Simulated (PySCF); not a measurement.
# C₂H₈BNO₂: geometry, spin-spin couplings

Aim: predict the spin-spin couplings of C₂H₈BNO₂ (`C[C@@H](N)B(O)O`).

Programs: PySCF 2.14.0, with density-fitted response routines of our own. Each step states its level of theory. These are calculated values for one molecule in the gas phase, unless marked as measured. Atoms count from 0, in the outputs and in this text.

## (1) Starting geometry

14 atoms, charge 0, multiplicity 1; geometry from: GFN2-xTB. The atoms were then displaced at random by about 0.01 Å, so the start is not that level's minimum.

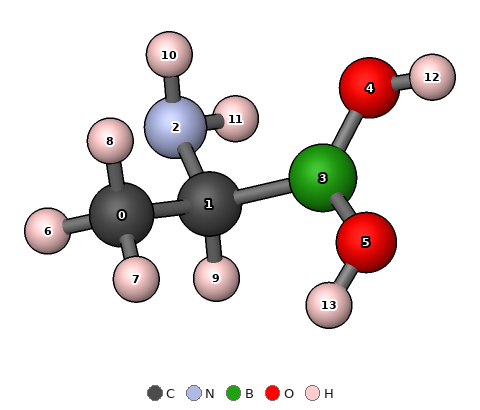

The starting geometry (carbon dark grey, nitrogen light blue, boron green, oxygen red, hydrogen pink), atoms numbered.

## (2) Geometry optimisation at PBE0-D3(BJ)/def2-SVP

What the job is given:

```
{"job": {"xc": "PBE0", "basis": "def2-SVP", "d3": "d3bj", "grid": 1, "shake": 0.01, "kind": "geom"}, "charge": 0, "multiplicity": 1}
C     -1.440910    -0.442210    -0.445370
C     -0.230180     0.477220    -0.300010
N     -0.579360     1.545630     0.650710
B      1.128850    -0.370530     0.072110
O      1.726940    -0.113070     1.224410
O      1.606120    -1.343520    -0.725580
H     -2.319340     0.194370    -0.678220
H     -1.304550    -1.138490    -1.251190
H     -1.653640    -0.945430     0.498220
H     -0.071820     0.987280    -1.251500
H     -0.718710     1.125760     1.581260
H      0.245880     2.166320     0.766750
H      2.475860    -0.638190     1.382420
H      1.127700    -1.520210    -1.531770
```

Started as:

```
OMP_NUM_THREADS=1 python probes_run.py task.json out
```

This one command runs all jobs of the session in turn.

Log:

```text
step   0  E = -310.60647645  max force = 0.043792
step   1  E = -310.61201051  max force = 0.008555
step   2  E = -310.61252122  max force = 0.001975
step   3  E = -310.61257402  max force = 0.001614
step   4  E = -310.61265292  max force = 0.001610
step   5  E = -310.61274932  max force = 0.001922
step   6  E = -310.61275032  max force = 0.002838
step   7  E = -310.61276214  max force = 0.001755
step   8  E = -310.61277138  max force = 0.000231
optimisation converged
```

It took 77 s on 1 thread of Arm Neoverse N1, shared host; peak memory 0.5 GiB.

Step by step:

```
step  energy from step 0 (eV)  largest force component (eV/Å)
   0                   0.0000                          2.2519
   1                  -0.1506                          0.4399
   2                  -0.1645                          0.1016
   3                  -0.1659                          0.0830
   4                  -0.1681                          0.0828
   5                  -0.1707                          0.0988
   6                  -0.1707                          0.1459
   7                  -0.1710                          0.0902
   8                  -0.1713                          0.0119
```

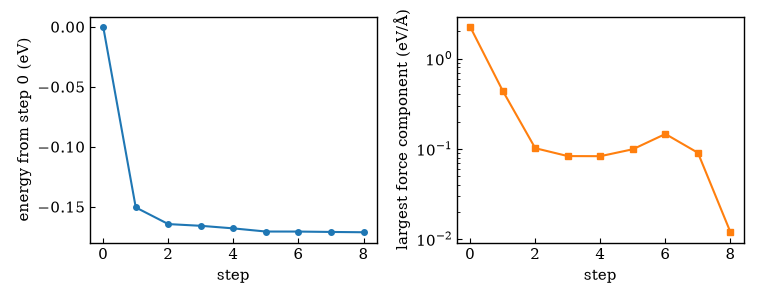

Energy and force, step by step.

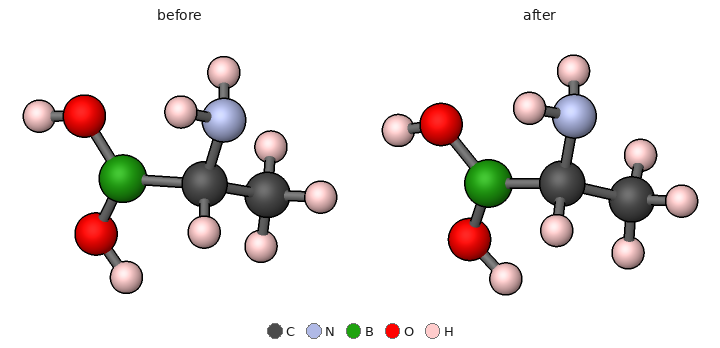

The geometry before (left) and after (right).

Close pairs (by a distance rule), those that changed most:

```
  bond  before (Å)  after (Å)  change (Å)
 C1–B3       1.644      1.591      -0.053
O4–H12       0.928      0.964      +0.036
 B3–O4       1.324      1.360      +0.036
 C0–H7       1.074      1.102      +0.029
 B3–O5       1.346      1.368      +0.022
N2–H11       1.039      1.019      -0.020
 C1–H9       1.091      1.109      +0.018
 C0–H8       1.090      1.103      +0.013
```

The final coordinates are the input of the step that follows.

```
                         at the end point                value
  point group (found at 0.08 Å tolerance)                   C1
rotational constants (GHz, main isotopes)  4.678, 2.921, 1.960
                        dipole moment (D)                 1.78
```

## (3) J couplings: B3LYP/cc-pVTZ

What the job is given:

```
{"job": {"kind": "j", "xc": "B3LYP", "basis": "cc-pVTZ"}, "charge": 0, "multiplicity": 1}
C     -1.472167    -0.230920    -0.506799
C     -0.171388     0.523612    -0.231409
N     -0.405101     1.535900     0.801229
B      1.039157    -0.468725     0.054822
O      1.797077    -0.269390     1.165896
O      1.368692    -1.520062    -0.755447
H     -2.283353     0.476251    -0.735890
H     -1.381336    -0.933218    -1.351783
H     -1.783080    -0.818568     0.373368
H      0.081971     1.071888    -1.161717
H     -0.531157     1.063930     1.697176
H      0.445761     2.081873     0.928700
H      2.500691    -0.925311     1.235310
H      0.784574    -1.607400    -1.513646
```

Method: B3LYP/cc-pVTZ indirect spin-spin coupling, non-relativistic, gas phase.

Log:

```text
coarse grid: 11456 points
cycle   1  E = -311.1344782327  dE =  6.648e-01  |g| = 1.035e+00  |ddm| = 7.775e+00
cycle   2  E = -310.8843657079  dE =  2.501e-01  |g| = 1.578e+00  |ddm| = 3.667e+00
cycle   3  E = -311.3280402695  dE = -4.437e-01  |g| = 9.859e-02  |ddm| = 2.312e+00
cycle   4  E = -311.3295336127  dE = -1.493e-03  |g| = 5.306e-02  |ddm| = 2.365e-01
cycle   5  E = -311.3301696720  dE = -6.361e-04  |g| = 9.095e-03  |ddm| = 9.727e-02
cycle   6  E = -311.3301849410  dE = -1.527e-05  |g| = 3.300e-03  |ddm| = 1.612e-02
cycle   7  E = -311.3301868501  dE = -1.909e-06  |g| = 9.493e-04  |ddm| = 5.090e-03
final grid: 110008 points
cycle   8  E = -311.3182372170  dE = -1.161e-04  |g| = 7.332e-03  |ddm| = 1.134e-01
cycle   9  E = -311.3182283236  dE =  8.893e-06  |g| = 9.691e-03  |ddm| = 2.918e-02
cycle  10  E = -311.3182489244  dE = -2.060e-05  |g| = 8.063e-04  |ddm| = 1.626e-02
cycle  11  E = -311.3182489939  dE = -6.949e-08  |g| = 5.165e-04  |ddm| = 1.569e-03
cycle  12  E = -311.3182490411  dE = -4.723e-08  |g| = 8.633e-05  |ddm| = 7.223e-04
cycle  13  E = -311.3182490423  dE = -1.183e-09  |g| = 3.480e-05  |ddm| = 1.463e-04
cycle  14  E = -311.3182490425  dE = -2.349e-10  |g| = 5.052e-06  |ddm| = 5.025e-05
converged SCF energy = -311.3182490425

Indirect spin-spin couplings (Hz)
  i      j    bonds     total        FC       PSO       DSO        SD
  0 C    1 C    1     26.635    26.761    -0.343     0.217         -
  0 C    2 N    2     -4.995    -5.157     0.135    -0.002     0.029
  0 C    3 B    2      0.330     0.416    -0.096     0.070    -0.059
  0 C    4 O    3     -0.184    -0.164    -0.047     0.026         -
  0 C    5 O    3      0.576     0.519     0.055     0.002         -
  0 C    6 H    1    124.235   122.421     1.179     0.635         -
  0 C    7 H    1    112.941   110.759     1.509     0.673         -
  0 C    8 H    1    116.993   114.961     1.362     0.670         -
  0 C    9 H    2     -5.682    -5.625     0.028    -0.084         -
  0 C   10 H    3      0.446     0.427     0.069    -0.050         -
  0 C   11 H    3     11.421    11.537     0.464    -0.580         -
  1 C    2 N    1     -0.800     0.341    -0.250    -0.088    -0.803
  1 C    3 B    1     65.387    65.721    -1.245     0.389     0.522
  1 C    4 O    2    -11.220   -11.446     0.239    -0.013         -
  1 C    5 O    2      0.377    -0.136     0.514    -0.001         -
  1 C    6 H    2     -4.565    -4.568     0.088    -0.086         -
  1 C    7 H    2      0.365     0.313     0.130    -0.078         -
  1 C    8 H    2     -2.337    -2.351     0.075    -0.061         -
  1 C    9 H    1    106.965   104.875     0.985     1.105         -
  1 C   10 H    2     -1.326    -1.549     0.434    -0.212         -
  1 C   11 H    2     -0.907    -1.035     0.365    -0.237         -
  1 C   12 H    3      5.171     5.329     0.422    -0.580         -
  1 C   13 H    3      1.294     1.280    -0.189     0.203         -
  2 N    3 B    2      0.174     0.110     0.074    -0.013     0.003
  2 N    4 O    3     -0.691    -0.607    -0.083     0.004    -0.005
  2 N    5 O    3     -0.086    -0.154     0.013    -0.017     0.072
  2 N    6 H    3     -0.981    -1.005     0.037    -0.026     0.012
  2 N    7 H    3     -7.290    -7.367    -0.102     0.184    -0.005
  2 N    8 H    3     -1.398    -1.347    -0.083     0.010     0.022
  2 N    9 H    2     -2.224    -2.032    -0.232     0.045    -0.005
  2 N   10 H    1    -49.377   -45.917    -3.005    -0.287    -0.168
  2 N   11 H    1    -50.773   -47.352    -2.970    -0.275    -0.176
  3 B    4 O    1     -6.048   -10.703     4.994    -0.146    -0.193
  3 B    5 O    1     -5.410   -10.267     5.114    -0.145    -0.112
  3 B    6 H    3      7.809     7.811     0.366    -0.389     0.021
  3 B    7 H    3      0.674     0.742    -0.235     0.188    -0.020
  3 B    8 H    3      2.240     2.174    -0.165     0.239    -0.008
  3 B    9 H    2     -4.381    -4.619    -0.191     0.265     0.165
  3 B   10 H    3      1.891     1.988    -0.269     0.197    -0.025
  3 B   11 H    3      0.811     0.923    -0.246     0.158    -0.025
  3 B   12 H    2     -4.940    -3.665    -0.444    -0.769    -0.062
  3 B   13 H    2     -0.248     1.052    -0.519    -0.740    -0.040
  4 O    6 H    4     -1.307    -1.335    -0.143     0.171         -
  4 O    9 H    3     -0.150    -0.192    -0.093     0.134         -
  4 O   10 H    4      0.195     0.195     0.149    -0.149         -
  4 O   12 H    1    -59.329   -46.804   -12.162    -0.363         -
  4 O   13 H    3     -1.656    -2.036    -0.059     0.438         -
  5 O    7 H    4     -0.181    -0.238     0.137    -0.081         -
  5 O    9 H    3      0.088     0.061    -0.016     0.042         -
  5 O   12 H    3     -1.194    -1.659     0.543    -0.078         -
  5 O   13 H    1    -63.976   -51.265   -12.350    -0.361         -
  6 H    7 H    2    -11.354   -11.312     2.358    -2.400         -
  6 H    8 H    2    -10.726   -10.702     2.299    -2.323         -
  6 H    9 H    3      5.738     5.741     0.245    -0.248         -
  6 H   10 H    4     -0.276    -0.168     0.704    -0.812         -
  6 H   11 H    4     -0.467    -0.179     1.635    -1.923         -
  6 H   12 H    5      0.556     0.795     1.431    -1.671         -
  7 H    8 H    2    -11.377   -11.406     2.242    -2.213         -
  7 H    9 H    3      3.443     3.411     0.206    -0.174         -
  7 H   10 H    4     -0.703    -0.441     1.443    -1.705         -
  7 H   11 H    4      2.772     3.052     1.776    -2.056         -
  8 H    9 H    3     14.144    14.602     2.220    -2.679         -
  8 H   10 H    4      0.184     0.006    -1.025     1.203         -
  8 H   11 H    4     -0.507    -0.241     1.764    -2.030         -
  9 H   10 H    3     14.202    14.637     3.014    -3.448         -
  9 H   11 H    3      2.978     2.883     0.367    -0.271         -
  9 H   12 H    4     -0.471    -0.151     1.730    -2.050         -
  9 H   13 H    4     -0.175    -0.284    -0.744     0.852         -
 10 H   11 H    2    -11.274   -12.043     4.308    -3.539         -
 10 H   12 H    5     -0.264    -0.020     1.496    -1.740         -
 10 H   13 H    5     -0.161     0.032     1.049    -1.242         -
 11 H   12 H    5     -0.258    -0.008     1.548    -1.798         -
 11 H   13 H    5     -0.232    -0.033     1.086    -1.285         -
 12 H   13 H    4     -0.769    -0.234     2.569    -3.104         -
```

Run time: 86 s. Hardware: 1 thread of Arm Neoverse N1, shared host; peak memory 1 GiB.

This basis has no tight s functions, so the Fermi-contact terms are rough.

A choice of the couplings up to four bonds, sorted by the number of bonds, with means over like pairs; isotopes 11B, 13C, 1H, 15N, 17O:

```
   pair  bonds  J (Hz)  Fermi contact (Hz)  dihedral (°)
  C0–H6      1   118.1               116.0             –
  C1–H9      1   107.0               104.9             –
  C1–B3      1    65.4                65.7             –
 O4–H12      1   -61.7               -49.0             –
 N2–H10      1   -50.1               -46.6             –
  C0–C1      1    26.6                26.8             –
  B3–O4      1    -5.7               -10.5             –
H10–H11      2   -11.3               -12.0             –
  H6–H7      2   -11.2               -11.1             –
  C0–H9      2    -5.7                -5.6             –
  C1–O4      2    -5.4                -5.8             –
  C0–N2      2    -5.0                -5.2             –
  B3–H9      2    -4.4                -4.6             –
 B3–H12      2    -2.6                -1.3             –
  N2–H9      2    -2.2                -2.0             –
  C1–H6      2    -2.2                -2.2             –
 H9–H10      3     8.6                 8.8             –
  H6–H9      3     7.8                 7.9             –
 C0–H10      3     5.9                 6.0             –
  B3–H6      3     3.6                 3.6             –
 C1–H12      3     3.2                 3.3             –
  N2–H6      3    -3.2                -3.2             –
 O4–H13      3    -1.4                -1.8             –
 B3–H10      3     1.4                 1.5           -55
```

The spin-dipole term was solved for some atoms only; pairs without it lack that part.

The response was solved for the nuclei of B, C, H, N alone, so couplings that need other nuclei can be missing.

Quadrupole couplings from the field gradients of the same density:

```
atom  isotope  eQq/h (MHz)     η
  O4      17O       -7.762  0.12
  O5      17O       -7.750  0.24
  N2      14N       -5.068  0.17
  B3      11B        3.565  0.46
```

## (4) Indirect couplings: B3LYP/6-31G*

Settings changed since step 3:

```diff
@@ -1,2 +1,2 @@
-{"job": {"kind": "j", "xc": "B3LYP", "basis": "cc-pVTZ"}, "charge": 0, "multiplicity": 1}
+{"job": {"kind": "j", "xc": "B3LYP", "basis": "6-31G*"}, "charge": 0, "multiplicity": 1}
 C     -1.472167    -0.230920    -0.506799
```

Level: B3LYP/6-31G* indirect spin-spin coupling, non-relativistic, gas phase.

Log:

```text
coarse grid: 11456 points
cycle   1  E = -311.0289741768  dE =  6.898e-01  |g| = 9.799e-01  |ddm| = 3.299e+00
cycle   2  E = -310.8451026747  dE =  1.839e-01  |g| = 1.397e+00  |ddm| = 1.803e+00
cycle   3  E = -311.2168797367  dE = -3.718e-01  |g| = 9.649e-02  |ddm| = 1.075e+00
cycle   4  E = -311.2187359501  dE = -1.856e-03  |g| = 3.929e-02  |ddm| = 1.193e-01
cycle   5  E = -311.2190945817  dE = -3.586e-04  |g| = 8.152e-03  |ddm| = 3.956e-02
cycle   6  E = -311.2191077529  dE = -1.317e-05  |g| = 3.074e-03  |ddm| = 8.526e-03
cycle   7  E = -311.2191094618  dE = -1.709e-06  |g| = 8.960e-04  |ddm| = 2.623e-03
final grid: 110008 points
cycle   8  E = -311.1671163471  dE = -3.184e-05  |g| = 6.814e-03  |ddm| = 2.161e-02
cycle   9  E = -311.1671093368  dE =  7.010e-06  |g| = 8.868e-03  |ddm| = 1.423e-02
cycle  10  E = -311.1671277594  dE = -1.842e-05  |g| = 6.754e-04  |ddm| = 7.796e-03
cycle  11  E = -311.1671278375  dE = -7.802e-08  |g| = 2.640e-04  |ddm| = 6.375e-04
cycle  12  E = -311.1671278506  dE = -1.318e-08  |g| = 4.686e-05  |ddm| = 2.100e-04
cycle  13  E = -311.1671278510  dE = -3.358e-10  |g| = 2.458e-05  |ddm| = 5.754e-05
converged SCF energy = -311.1671278510

Indirect spin-spin couplings (Hz)
  i      j    bonds     total        FC       PSO       DSO        SD
  0 C    1 C    1     47.199    47.247    -0.266     0.218         -
  0 C    2 N    2     -4.172    -4.286     0.087    -0.002     0.028
  0 C    3 B    2     -1.439    -1.411    -0.044     0.069    -0.054
  0 C    4 O    3     -0.403    -0.394    -0.035     0.026         -
  0 C    5 O    3      0.313     0.272     0.041     0.000         -
  0 C    6 H    1    146.920   145.432     0.789     0.699         -
  0 C    7 H    1    135.749   133.935     1.075     0.740         -
  0 C    8 H    1    141.001   139.338     0.930     0.733         -
  0 C    9 H    2     -5.701    -5.703     0.078    -0.076         -
  0 C   10 H    3      0.566     0.538     0.073    -0.045         -
  0 C   11 H    3     11.245    11.455     0.364    -0.575         -
  1 C    2 N    1     -9.636    -8.650    -0.234    -0.090    -0.662
  1 C    3 B    1     85.420    85.521    -0.938     0.387     0.451
  1 C    4 O    2    -10.964   -11.151     0.199    -0.013         -
  1 C    5 O    2     -0.064    -0.506     0.444    -0.002         -
  1 C    6 H    2     -4.262    -4.249     0.061    -0.074         -
  1 C    7 H    2      0.107     0.058     0.117    -0.069         -
  1 C    8 H    2     -2.092    -2.099     0.056    -0.049         -
  1 C    9 H    1    140.796   138.968     0.660     1.168         -
  1 C   10 H    2     -1.019    -1.169     0.345    -0.195         -
  1 C   11 H    2     -0.550    -0.634     0.305    -0.222         -
  1 C   12 H    3      5.009     5.272     0.311    -0.574         -
  1 C   13 H    3      0.892     0.823    -0.135     0.204         -
  2 N    3 B    2     -0.161    -0.216     0.064    -0.014     0.005
  2 N    4 O    3     -0.365    -0.296    -0.068     0.004    -0.005
  2 N    5 O    3      0.008    -0.061     0.016    -0.017     0.069
  2 N    6 H    3     -0.980    -0.995     0.030    -0.025     0.011
  2 N    7 H    3     -6.752    -6.856    -0.075     0.181    -0.002
  2 N    8 H    3     -1.383    -1.338    -0.073     0.008     0.021
  2 N    9 H    2     -2.031    -1.870    -0.201     0.040     0.001
  2 N   10 H    1    -60.144   -57.249    -2.465    -0.334    -0.097
  2 N   11 H    1    -61.591   -58.728    -2.438    -0.323    -0.102
  3 B    4 O    1    -14.961   -18.876     4.208    -0.154    -0.139
  3 B    5 O    1    -14.758   -18.913     4.380    -0.153    -0.073
  3 B    6 H    3      6.967     7.054     0.282    -0.384     0.015
  3 B    7 H    3      0.770     0.792    -0.201     0.193    -0.014
  3 B    8 H    3      1.859     1.747    -0.125     0.243    -0.005
  3 B    9 H    2     -3.801    -4.037    -0.162     0.277     0.121
  3 B   10 H    3      1.900     1.961    -0.241     0.201    -0.021
  3 B   11 H    3      0.942     1.026    -0.226     0.162    -0.021
  3 B   12 H    2     -5.016    -3.620    -0.599    -0.738    -0.060
  3 B   13 H    2      0.225     1.640    -0.672    -0.710    -0.032
  4 O    6 H    4     -1.139    -1.212    -0.097     0.170         -
  4 O    9 H    3     -0.394    -0.487    -0.039     0.132         -
  4 O   12 H    1    -75.571   -64.237   -10.842    -0.492         -
  4 O   13 H    3     -1.188    -1.713     0.097     0.429         -
  5 O    7 H    4     -0.272    -0.245     0.061    -0.089         -
  5 O    9 H    3     -0.158    -0.206     0.014     0.035         -
  5 O   12 H    3     -0.458    -0.939     0.558    -0.077         -
  5 O   13 H    1    -80.884   -69.404   -10.990    -0.491         -
  6 H    7 H    2    -15.068   -14.048     1.258    -2.277         -
  6 H    8 H    2    -14.880   -13.891     1.214    -2.203         -
  6 H    9 H    3      5.304     5.538    -0.021    -0.212         -
  6 H   10 H    4     -0.520    -0.116     0.380    -0.784         -
  6 H   11 H    4     -0.888    -0.139     1.148    -1.897         -
  6 H   12 H    5      0.252     0.869     1.035    -1.652         -
  6 H   13 H    5     -0.242     0.002     0.312    -0.556         -
  7 H    8 H    2    -15.404   -14.473     1.160    -2.091         -
  7 H    9 H    3      3.023     3.198    -0.044    -0.131         -
  7 H   10 H    4     -1.113    -0.422     0.985    -1.677         -
  7 H   11 H    4      2.608     3.366     1.273    -2.031         -
  7 H   12 H    5     -0.467     0.045     0.763    -1.274         -
  7 H   13 H    5      0.963    -0.328    -2.070     3.361         -
  8 H    9 H    3     14.048    15.133     1.547    -2.632         -
  8 H   10 H    4      0.368     0.020    -0.869     1.218         -
  8 H   11 H    4     -0.966    -0.191     1.225    -2.000         -
  8 H   12 H    5     -0.337     0.086     0.637    -1.059         -
  9 H   10 H    3     13.924    15.219     2.097    -3.392         -
  9 H   11 H    3      2.213     2.432     0.000    -0.219         -
  9 H   12 H    4     -0.939    -0.142     1.222    -2.019         -
 10 H   11 H    2    -13.676   -12.880     2.568    -3.363         -
 10 H   12 H    5     -0.652    -0.004     1.064    -1.712         -
 10 H   13 H    5     -0.472     0.036     0.718    -1.226         -
 11 H   12 H    5     -0.648     0.014     1.107    -1.769         -
 11 H   13 H    5     -0.556    -0.036     0.748    -1.269         -
 12 H   13 H    4     -1.671    -0.371     1.758    -3.058         -
```

Run time: 18 s. Hardware: 1 thread of Arm Neoverse N1, shared host; peak memory 0.59 GiB.

This basis has no tight s functions, so the Fermi-contact terms are rough.

Key values: J(C0,H6) 141.2 Hz, J(C1,H9) 140.8 Hz, J(C1,B3) 85.4 Hz (means over like pairs).

## (5) Side by side: spin-spin couplings

Couplings (Hz), each a mean over the pairs like the one named, with basis size and wall time:

```
          run  C0–H6  C1–H9  C1–B3  O4–H12  N2–H10  C0–C1  H10–H11  functions  time
B3LYP/cc-pVTZ  118.1  107.0   65.4   -61.7   -50.1   26.6    -11.3        292  86 s
 B3LYP/6-31G*  141.2  140.8   85.4   -78.2   -60.9   47.2    -13.7        100  18 s
```

## (6) Results

| quantity | value |
| --- | --- |
| point group | C1 |
| rotational constants (main isotopes) | 4.68, 2.92, 1.96 GHz |
| largest coupling of the table (B3LYP/cc-pVTZ) | 1J(C,H) C0–H6, 118.1 Hz |
| range of J(C0,H6), mean over like pairs | 118.1 to 141.2 Hz |

What this shows: Over 8 steps the energy fell by 0.171 eV; of the close pairs, C1–B3 changed most, 1.644 to 1.591 Å. No frequency check was run at this level, so the end point may be a saddle. In the run at B3LYP/cc-pVTZ, the largest coupling of the table is C0–H6 (mean over like pairs), 118.1 Hz, of which the Fermi-contact term gives 116.0 Hz. Couplings across rotatable bonds belong to this one conformer; where others are populated, the observed values are averages. The coupling C0–H6, as a mean over pairs of its kind, runs from 118.1 Hz (B3LYP/cc-pVTZ) to 141.2 Hz (B3LYP/6-31G*). Couplings from bases without tight functions are rough.
